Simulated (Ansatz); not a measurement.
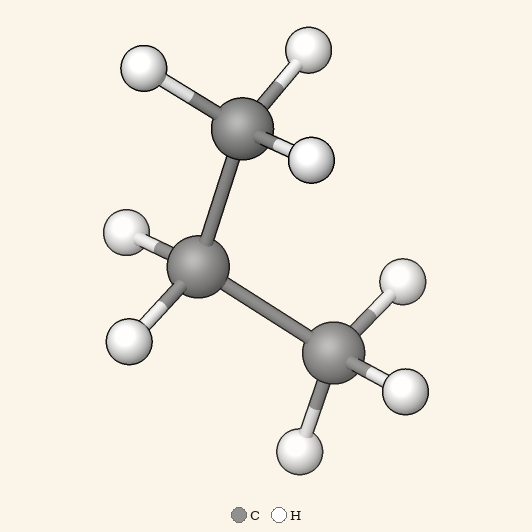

The picture shows a molecular structure as a ball-and-stick model.

The computed structure is the end point of a PBE0-D4/def2-TZVP optimisation.

Which formula does it have?

Answer. C₃H₈, 11 atoms: 3 carbon and 8 hydrogen.

Give a SMILES string for it.

Answer. CCC

How many bonds of each kind are drawn?

Answer. 8 C–H, 2 C–C.

How many sets of symmetry-equivalent atoms are there?

Answer. 5: 2 C, 1 C, 4 H, 2 H, 2 H.

Give the symmetry (Schoenflies symbol).

Answer. C2v.

More results for the same structure follow; atom numbers are the same in all pictures, views and colours differ.

### Levels of theory compared

Program: Ansatz 0.2.0.

Tabulate vertical IP (eV), HOMO–LUMO gap (eV) at these levels: B3LYP-D4/def2-TZVPP; PBE-D4/def2-TZVPP; PBE0-D4/def2-TZVPP; r2SCAN-D4/def2-TZVPP; ωB97M-V/def2-TZVPP; ωB97X-V/def2-TZVPP.

```tsv
level	vertical IP (eV)	HOMO–LUMO gap (eV)
B3LYP-D4/def2-TZVPP	11.55	9.91
PBE-D4/def2-TZVPP	11.08	8.22
PBE0-D4/def2-TZVPP	11.49	10.42
r2SCAN-D4/def2-TZVPP	11.25	9.38
ωB97M-V/def2-TZVPP	11.70	14.17
ωB97X-V/def2-TZVPP	11.77	14.76
```

### Vibrations

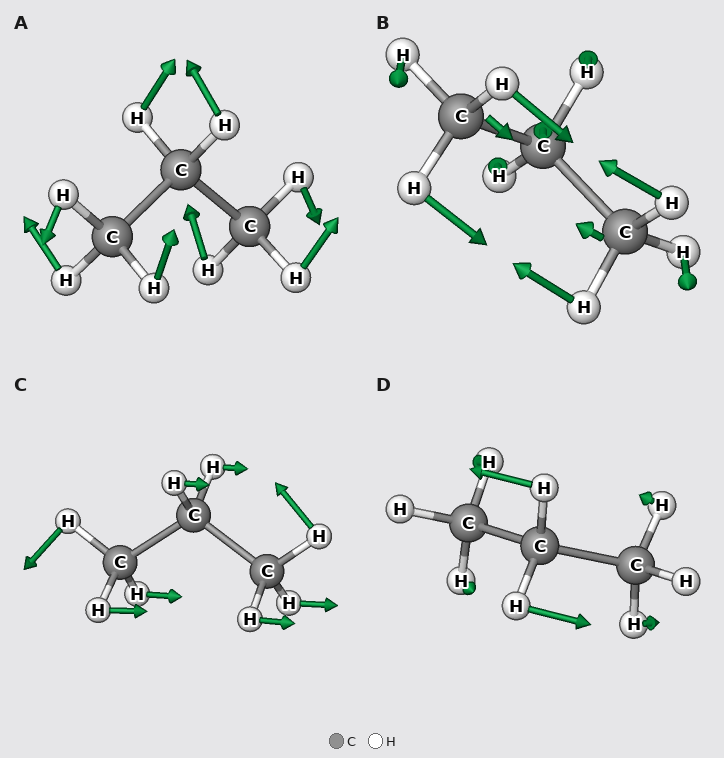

4 normal modes of one molecule or complex, as arrows. Harmonic vibrations computed with RKS PBE0-D4/def2-TZVP (Ansatz 0.2.0) at a stationary point of the same level.

Match the panels to the wavenumbers 365 cm⁻¹, 929 cm⁻¹, 1315 cm⁻¹, 1504 cm⁻¹.

Answer. A: 1504 cm⁻¹, H–C–H bending
B: 365 cm⁻¹
C: 929 cm⁻¹, C–C–H bending
D: 1315 cm⁻¹, C–C–H bending

### Charges

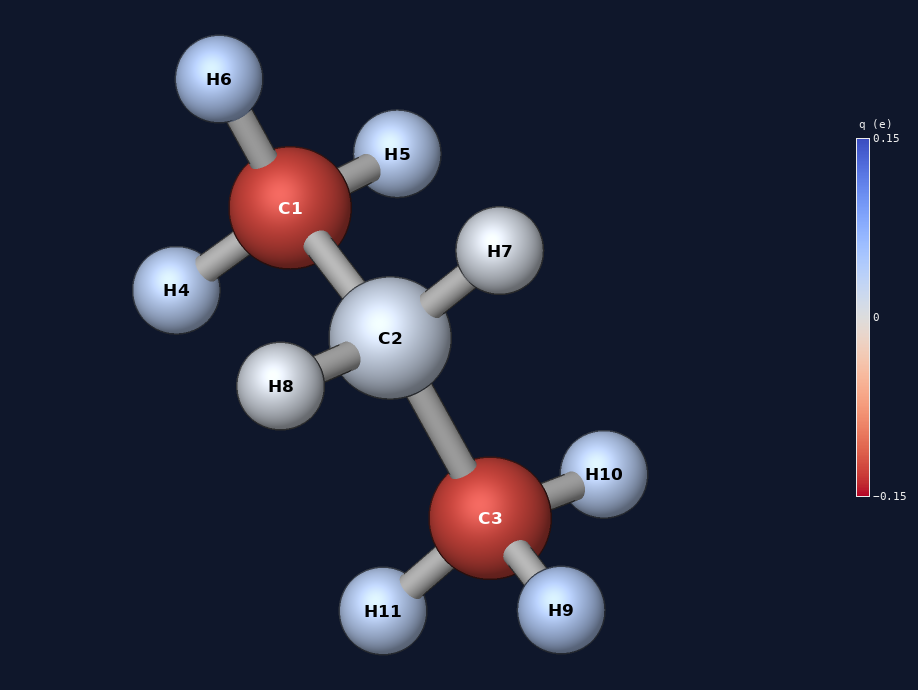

Atoms are coloured by their Mulliken charges. Properties computed with RKS r2SCAN-D4/def2-TZVPP (Ansatz 0.2.0).

Which atom carries the highest charge (most positive or least negative)?

Answer. H6, H9 (0.04 e).

And the lowest?

Answer. C1, C3 (−0.13 e).

Give the Mulliken charges atom by atom.

```json
{"atom": "C1", "value (e)": "−0.13"}
{"atom": "C2", "value (e)": "0.02"}
{"atom": "C3", "value (e)": "−0.13"}
{"atom": "H4", "value (e)": "0.03"}
{"atom": "H5", "value (e)": "0.03"}
{"atom": "H6", "value (e)": "0.04"}
{"atom": "H7", "value (e)": "0.01"}
{"atom": "H8", "value (e)": "0.01"}
{"atom": "H9", "value (e)": "0.04"}
{"atom": "H10", "value (e)": "0.03"}
{"atom": "H11", "value (e)": "0.03"}
```

Mulliken values depend strongly on the basis set and can even reverse the polarity of a bond.
